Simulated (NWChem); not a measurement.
# SnSiH4OF (SMILES [F][SnH][O][SiH3]) at UB3LYP/6-31G(d)/LANL2DZ (core potential, spherical functions)

Aim: a structure relaxation of SnSiH4OF. 

The results are computed with NWChem 7.3.0.

## (1) The system as given

SnSiH4OF: 8 atoms, total charge 0, spin state doublet. As SMILES, `[F][SnH][O][SiH3]`. The coordinates come from a PBE0-D4/def2-TZVP relaxation. This is one conformer, not always the lowest. The run starts from this shape.

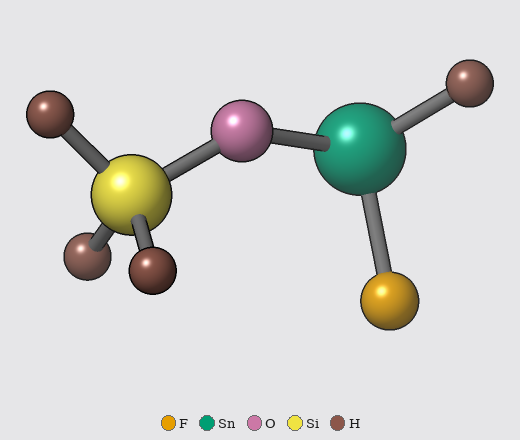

The structure, seen from a chosen angle (fluorine amber, tin teal, oxygen pink, silicon yellow, hydrogen brown).

## (2) A structure relaxation at UB3LYP/6-31G(d)/LANL2DZ (core potential, spherical functions)

Contents of geom.nw:

```
start geom
title "FH4OSiSn optimise"
memory stack 880 mb heap 220 mb global 1100 mb

geometry
   F       -1.607300       1.731700       1.020300
   Sn      -0.420700       1.874500      -0.493500
   O        0.210000       0.039300      -0.694400
   Si       0.713800      -1.182700       0.276900
   H       -1.435700       2.176300      -1.877100
   H        1.729100      -1.982100      -0.456700
   H       -0.427200      -2.061300       0.643600
   H        1.330300      -0.652900       1.525000
end

basis spherical bse
   * library 6-31G* except Sn
   Sn library LANL2DZ
end

ecp bse
   Sn library LANL2DZ
end

dft
   xc b3lyp
   mult 2
   grid fine
   convergence energy 1e-07
   maxiter 100
   mulliken
   print low
end

driver
   maxiter 60
end

freq
   temp 3 298.15 600 900
end

task dft optimize
task dft frequencies
```

On the command line:

```bash
$ nwchem geom.nw > geom.out
```

The log of the run:

```text
Northwest Computational Chemistry Package (NWChem) 7.3.0
             --------------------------------------------------------

           Job information
           ---------------

    nwchem branch   = 7.3.0
    use scalapack   = T
    input           = geom.nw
    prefix          = geom.
    data base       = ./geom.db
    status          = startup
    nproc           =        1

           Memory information
           ------------------

    heap     =     28835838 doubles =      220.0 Mbytes
    stack    =    115343355 doubles =      880.0 Mbytes
    global   =    144179200 doubles =     1100.0 Mbytes (distinct from heap & stack)
    total    =    288358393 doubles =     2200.0 Mbytes
    verify   = yes
    hardfail = no

           Directory information
           ---------------------

  0 permanent = .
  0 scratch   = .

                                NWChem Input Module
                                -------------------

                                 FH4OSiSn optimise
                                 -----------------

 Scaling coordinates for geometry "geometry" by  1.889725989
 (inverse scale =  0.529177249)

 C1  symmetry detected

          ------
          auto-z
          ------
  no constraints, skipping    0.0000000000000000
  no constraints, skipping    0.0000000000000000

                             Geometry "geometry" -> ""
                             -------------------------

 Output coordinates in angstroms (scale by  1.889725989 to convert to a.u.)

  No.       Tag          Charge          X              Y              Z
 ---- ---------------- ---------- -------------- -------------- --------------
    1 F                    9.0000    -1.65463904     0.99845602    -0.08137438
    2 Sn                  50.0000     0.26187847     0.83114913     0.05636047
    3 O                    8.0000     0.53579901    -1.06381426    -0.31805055
[... 4 lines of this table left out ...]
    8 H                    1.0000    -0.81753468    -2.41045952     1.41832032

      Atomic Mass
      -----------

      F                 18.998400
      Sn               117.901800
      O                 15.994910
      Si                27.976930
      H                  1.007825

 Effective nuclear repulsion energy (a.u.)     472.5622728788

            Nuclear Dipole moment (a.u.)
            ----------------------------
        X                 Y               Z
 ---------------- ---------------- ----------------
    -0.0000000000     0.0000000000     0.0000000000

                                Z-matrix (autoz)
                                --------

 Units are Angstrom for bonds and degrees for angles

      Type          Name      I     J     K     L     M      Value
      ----------- --------  ----- ----- ----- ----- ----- ----------
    1 Stretch                  1     2                       1.92873
    2 Stretch                  2     3                       1.95092
    3 Stretch                  2     5                       1.74231
    4 Stretch                  3     4                       1.64028
    5 Stretch                  4     6                       1.48595
    6 Stretch                  4     7                       1.48603
    7 Stretch                  4     8                       1.48947
    8 Bend                     1     2     3               102.12633
    9 Bend                     1     2     5               106.12287
   10 Bend                     2     3     4               137.65641
   11 Bend                     3     2     5               105.63444
   12 Bend                     3     4     6               108.56048
   13 Bend                     3     4     7               110.53402
   14 Bend                     3     4     8               110.99778
   15 Bend                     6     4     7               109.17043
   16 Bend                     6     4     8               108.79820
   17 Bend                     7     4     8               108.74339
   18 Torsion                  1     2     3     4         -42.41043
   19 Torsion                  2     3     4     6        -148.17141
   20 Torsion                  2     3     4     7          92.11504
   21 Torsion                  2     3     4     8         -28.63555
   22 Torsion                  4     3     2     5        -153.20869

            XYZ format geometry
            -------------------
     8
 geometry
 F                    -1.65463904     0.99845602    -0.08137438
 Sn                    0.26187847     0.83114913     0.05636047
 O                     0.53579901    -1.06381426    -0.31805055
[... 4 lines of this table left out ...]
 H                    -0.81753468    -2.41045952     1.41832032

 ==============================================================================
                                internuclear distances
 ------------------------------------------------------------------------------
[... 184 lines left out ...]
           Coulomb energy =      349.236428936971
[... 143 lines left out ...]
      One electron energy =     -902.716828792421
[... 144 lines left out ...]
   convergence    iter        energy       DeltaE   RMS-Dens  Diis-err    time
[... 144 lines left out ...]
   convergence    iter        energy       DeltaE   RMS-Dens  Diis-err    time
[... 72 lines left out ...]
 new step= 1.43                   predicted energy=   -470.380947
[... 92 lines left out ...]
 Nuclear repulsion energy =      126.009031864963
[... 141 lines left out ...]
 Nuclear repulsion energy =      126.093781236944
[... 151 lines left out ...]
           Coulomb energy =      349.888135144722
[... 140 lines left out ...]
           Coulomb energy =      349.903714971799
[... 151 lines left out ...]
         Total DFT energy =     -470.380995301881
[... 141 lines left out ...]
         Total DFT energy =     -470.381005909047
[... 102 lines left out ...]
            Nuclear Dipole moment (a.u.)
[... 126 lines left out ...]
@    5    -470.38101197 -1.7D-05  0.00086  0.00030  0.04344  0.10360    107.6
[... 134 lines left out ...]
     step= 1.00 grad=-1.4D-05 hess= 2.5D-06 energy=   -470.381023 mode=downhill
[... 92 lines left out ...]
    Exchange-Corr. energy =      -42.594244887866
[... 141 lines left out ...]
    Exchange-Corr. energy =      -42.594507828304
[... 151 lines left out ...]
      One electron energy =     -904.928169991898
[... 145 lines left out ...]
      One electron energy =     -905.262495674928
[... 144 lines left out ...]
   convergence    iter        energy       DeltaE   RMS-Dens  Diis-err    time
[... 144 lines left out ...]
   convergence    iter        energy       DeltaE   RMS-Dens  Diis-err    time
[... 72 lines left out ...]
 new step= 2.54                   predicted energy=   -470.381122
[... 92 lines left out ...]
 Nuclear repulsion energy =      127.174537191411
[... 145 lines left out ...]
 Nuclear repulsion energy =      127.438415600751
[... 151 lines left out ...]
           Coulomb energy =      351.402756179472
[... 141 lines left out ...]
           Coulomb energy =      351.287230795118
[... 151 lines left out ...]
         Total DFT energy =     -470.381159556863
[... 145 lines left out ...]
         Total DFT energy =     -470.381170700516
[... 102 lines left out ...]
            Nuclear Dipole moment (a.u.)
[... 126 lines left out ...]
@   12    -470.38117723 -1.8D-05  0.00065  0.00021  0.03580  0.07998    242.5
[... 129 lines left out ...]
     step= 1.00 grad=-7.1D-06 hess= 2.5D-06 energy=   -470.381182 mode=accept
[... 128 lines left out ...]
         Total DFT energy =     -470.381183465391
[... 98 lines left out ...]
            Nuclear Dipole moment (a.u.)
[... 96 lines left out ...]
           Coulomb energy =      351.120982389167
[... 109 lines left out ...]
         Total DFT energy =   -470.381183677268
[... 82 lines left out ...]
 Nuclear repulsion energy =      127.396223189898
[... 138 lines left out ...]
      Optimization converged
[... 161 lines left out ...]
           Coulomb energy =      351.122170373761
[... 109 lines left out ...]
 X vector of derivative dipole (au) [debye/angstrom]
[... 6 lines left out ...]
 d_dipole_x/<atom=   3,x> =    -0.7453     [   -3.5800]
[... 6 lines left out ...]
 d_dipole_x/<atom=   5,y> =    -0.0292     [   -0.1403]
[... 6 lines left out ...]
 d_dipole_x/<atom=   7,z> =    -0.0528     [   -0.2537]
[... 7 lines left out ...]
 d_dipole_y/<atom=   1,z> =     0.0201     [    0.0965]
[... 6 lines left out ...]
 d_dipole_y/<atom=   4,x> =     0.5503     [    2.6432]
[... 6 lines left out ...]
 d_dipole_y/<atom=   6,y> =    -0.4061     [   -1.9505]
[... 6 lines left out ...]
 d_dipole_y/<atom=   8,z> =     0.0415     [    0.1995]
[... 7 lines left out ...]
 d_dipole_z/<atom=   2,z> =     1.0156     [    4.8784]
[... 6 lines left out ...]
 d_dipole_z/<atom=   5,x> =    -0.0290     [   -0.1393]
[... 6 lines left out ...]
 d_dipole_z/<atom=   7,y> =    -0.0108     [   -0.0517]
[... 120 lines left out ...]
          MASS-WEIGHTED PROJECTED HESSIAN (Hartree/Bohr/Bohr/Kamu)
[... 2 lines left out ...]
               1            2            3            4            5            6            7            8            9           10
   ----- ----- ----- ----- -----
    1    1.20472D+01
    2    5.32588D-02  6.32850D-01
    3    6.16480D-02 -3.22655D-02  4.77870D-01
    4   -4.71211D+00 -2.21611D-01 -2.50509D-01  2.24356D+00
[... 19 lines of this table left out ...]
   24   -1.77880D-01 -1.68562D-02  7.89113D-02  1.10774D-01 -1.43411D-01 -9.52374D-02  7.29253D-01  1.07270D+00  6.89999D-01  1.15343D+01

              11           12           13           14           15           16           17           18           19           20
   ----- ----- ----- ----- -----
   11    1.43774D+01
   12   -2.74743D-01  1.16356D+01
   13    4.77104D-02  3.13672D-02  1.97427D+01
   14    3.95887D-01  1.40028D-01  1.35585D+01  2.74946D+01
[... 9 lines of this table left out ...]
   24   -6.79288D-01 -2.64060D+01 -4.63926D-02  1.71083D-01  6.34589D-02  7.84238D-01 -2.24445D-01  1.87487D+00  4.35758D+00 -1.36721D+00

              21           22           23           24
   ----- ----- ----- ----- -----
   21    1.09994D+02
   22   -7.12372D+00  6.15640D+01
   23   -1.25485D+00  1.24028D-01  2.45756D+01
   24   -7.96790D+00 -6.91975D+01  2.35045D+00  1.43095D+02

 center of mass
 --------------
 x =   0.06464683 y =   0.23501923 z =   0.02151182

 moments of inertia (a.u.)
 ------------------
        1107.261789617847         -12.209944535320           9.468699609024
         -12.209944535320         263.929685986697          22.285151713424
           9.468699609024          22.285151713424        1330.334265838816

 Rotational Constants
 --------------------
 A=   0.228653 cm-1  (  0.328973 K)
 B=   0.054378 cm-1  (  0.078236 K)
 C=   0.045223 cm-1  (  0.065065 K)

 Temperature                      =   298.15K
 frequency scaling parameter      =   1.0000

 Zero-Point correction to Energy  =   23.367 kcal/mol  (  0.037238 au)
 Thermal correction to Energy     =   27.664 kcal/mol  (  0.044085 au)
 Thermal correction to Enthalpy   =   28.256 kcal/mol  (  0.045028 au)

 Total Entropy                    =   85.808 cal/mol-K
   - Translational                =   41.532 cal/mol-K (mol. weight = 184.9033)
   - Rotational                   =   27.441 cal/mol-K (symmetry #  =        1)
   - Vibrational                  =   16.835 cal/mol-K

 Cv (constant volume heat capacity) =   21.598 cal/mol-K
   - Translational                  =    2.979 cal/mol-K
   - Rotational                     =    2.979 cal/mol-K
   - Vibrational                    =   15.639 cal/mol-K

 Temperature                      =   600.00K
 frequency scaling parameter      =   1.0000

 Zero-Point correction to Energy  =   23.367 kcal/mol  (  0.037238 au)
 Thermal correction to Energy     =   35.687 kcal/mol  (  0.056871 au)
 Thermal correction to Enthalpy   =   36.879 kcal/mol  (  0.058770 au)

 Total Entropy                    =  105.428 cal/mol-K
   - Translational                =   45.004 cal/mol-K (mol. weight = 184.9033)
   - Rotational                   =   29.524 cal/mol-K (symmetry #  =        1)
   - Vibrational                  =   30.899 cal/mol-K

 Cv (constant volume heat capacity) =   30.424 cal/mol-K
   - Translational                  =    2.979 cal/mol-K
   - Rotational                     =    2.979 cal/mol-K
   - Vibrational                    =   24.465 cal/mol-K

 Temperature                      =   900.00K
 frequency scaling parameter      =   1.0000

 Zero-Point correction to Energy  =   23.367 kcal/mol  (  0.037238 au)
 Thermal correction to Energy     =   45.539 kcal/mol  (  0.072570 au)
 Thermal correction to Enthalpy   =   47.326 kcal/mol  (  0.075419 au)

 Total Entropy                    =  119.488 cal/mol-K
   - Translational                =   47.018 cal/mol-K (mol. weight = 184.9033)
   - Rotational                   =   30.732 cal/mol-K (symmetry #  =        1)
   - Vibrational                  =   41.738 cal/mol-K

 Cv (constant volume heat capacity) =   34.801 cal/mol-K
   - Translational                  =    2.979 cal/mol-K
   - Rotational                     =    2.979 cal/mol-K
   - Vibrational                    =   28.842 cal/mol-K

          -------------------------------------------------
          NORMAL MODE EIGENVECTORS IN CARTESIAN COORDINATES
          -------------------------------------------------
             (Projected Frequencies expressed in cm-1)

                    1           2           3           4           5           6

 P.Frequency       -0.00       -0.00       -0.00       -0.00       -0.00        0.00

           1     0.00082     0.00313    -0.00069    -0.08148     0.00064    -0.00280
[... 22 lines of this table left out ...]
          24    -0.14615    -0.00220     0.04526    -0.00265    -0.11808    -0.00040

                    7           8           9          10          11          12

 P.Frequency       56.37       90.56      111.48      214.87      456.39      509.65

           1    -0.00471    -0.00357    -0.00114     0.02195    -0.00117     0.01614
[... 22 lines of this table left out ...]
          24     0.07833    -0.11884     0.24012     0.01406     0.00445     0.00086

                   13          14          15          16          17          18

 P.Frequency      539.82      606.18      730.86      742.90      955.20      962.63

           1    -0.00914    -0.21206     0.00203     0.00699     0.00854     0.00016
[... 22 lines of this table left out ...]
          24    -0.00383     0.00330     0.09461    -0.03782     0.08998     0.23156

                   19          20          21          22          23          24

 P.Frequency      966.59     1016.06     1659.87     2233.58     2244.08     2256.44

           1    -0.00122    -0.00424    -0.00057    -0.00041    -0.00040    -0.00005
[... 22 lines of this table left out ...]
          24     0.25660    -0.12196    -0.00199     0.85034     0.02799    -0.00570

 ----------------------------------------------------------------------------
 Normal Eigenvalue ||    Projected Derivative Dipole Moments (debye/angs)
  Mode   [cm**-1]  ||      [d/dqX]             [d/dqY]           [d/dqZ]
 ------ ---------- || ------------------ ------------------ -----------------
    1       -0.000 ||      -0.012               0.036            -0.053
    2       -0.000 ||      -0.007               0.008            -0.002
    3       -0.000 ||       0.026               0.020            -0.098
[... 20 lines of this table left out ...]
   24     2256.436 ||      -1.282               1.700            -0.086
 ----------------------------------------------------------------------------

 ----------------------------------------------------------------------------
 Normal Eigenvalue ||           Projected Infra Red Intensities
  Mode   [cm**-1]  || [atomic units] [(debye/angs)**2] [(KM/mol)] [arbitrary]
 ------ ---------- || -------------- ----------------- ---------- -----------
    1       -0.000 ||    0.000185           0.004         0.181       0.022
    2       -0.000 ||    0.000005           0.000         0.005       0.001
    3       -0.000 ||    0.000462           0.011         0.450       0.056
[... 20 lines of this table left out ...]
   24     2256.436 ||    0.196844           4.541       191.893      23.868
 ----------------------------------------------------------------------------

 vib:animation  F

 Task  times  cpu:      422.9s     wall:      422.9s
 Total times  cpu:      700.8s     wall:      700.8s
```

It took 12 min on 1 thread of Intel Xeon 6975P-C (Granite Rapids), shared host; peak memory 0.19 GiB.

Step by step:

```
step  energy from the first frame kept (eV)
   0                                 0.0000
   1                                -0.0643
   2                                -0.0661
   3                                -0.0666
   4                                -0.0674
   5                                -0.0679
   6                                -0.0684
   7                                -0.0688
   8                                -0.0698
   9                                -0.0709
  10                                -0.0715
  11                                -0.0719
  12                                -0.0724
  13                                -0.0725
  14                                -0.0726
  15                                -0.0726
  16                                -0.0726
```

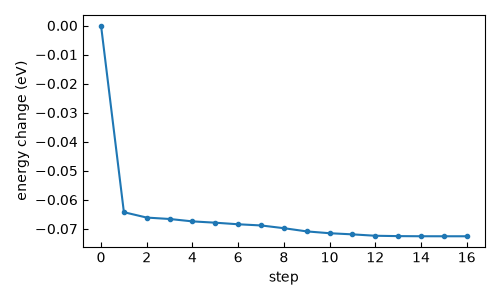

Energy along the run.

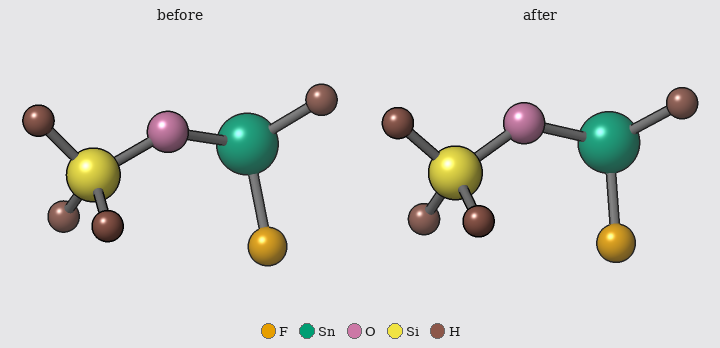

Before and after, at one scale.

After the run. Bond lengths: F1–Sn2 1.864 Å, Sn2–O3 1.919 Å, O3–Si4 1.660 Å, Sn2–H5 1.756 Å, Si4–H6 1.487 Å, Si4–H7 1.489 Å, Si4–H8 1.491 Å. Angles: F1–Sn2–O3 101.6°, Sn2–O3–Si4 134.8°, F1–Sn2–H5 108.6°, O3–Sn2–H5 106.1°, O3–Si4–H6 108.5°, O3–Si4–H7 111.3°, O3–Si4–H8 111.5°, H6–Si4–H7 108.9°, H6–Si4–H8 108.6°, H7–Si4–H8 108.0°.

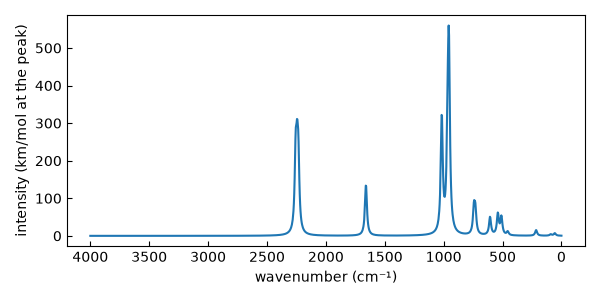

Harmonic infrared spectrum, unscaled, lines broadened by 10 cm⁻¹.

## (3) Outcome

Level: UB3LYP/6-31G*/LANL2DZ (core potential, spherical functions).

```
                   quantity          value
    total energy at the end  -470.38118 Eh
                       ⟨S²⟩          0.753
 lowest harmonic wavenumber        56 cm⁻¹
highest harmonic wavenumber      2256 cm⁻¹
          zero-point energy    97.8 kJ/mol
```

In words: At the final geometry: Bond lengths: F1–Sn2 1.864 Å, Sn2–O3 1.919 Å, O3–Si4 1.660 Å, Sn2–H5 1.756 Å, Si4–H6 1.487 Å, Si4–H7 1.489 Å, Si4–H8 1.491 Å. Angles: F1–Sn2–O3 101.6°, Sn2–O3–Si4 134.8°, F1–Sn2–H5 108.6°, O3–Sn2–H5 106.1°, O3–Si4–H6 108.5°, O3–Si4–H7 111.3°, O3–Si4–H8 111.5°, H6–Si4–H7 108.9°, H6–Si4–H8 108.6°, H7–Si4–H8 108.0°. All 18 modes are real, so the shape is a minimum at this level. The optimisation took 17 steps and changed the energy by -0.073 eV. Mulliken charges run from -0.85 on O3 to +1.23 on Sn2; they depend strongly on the basis.
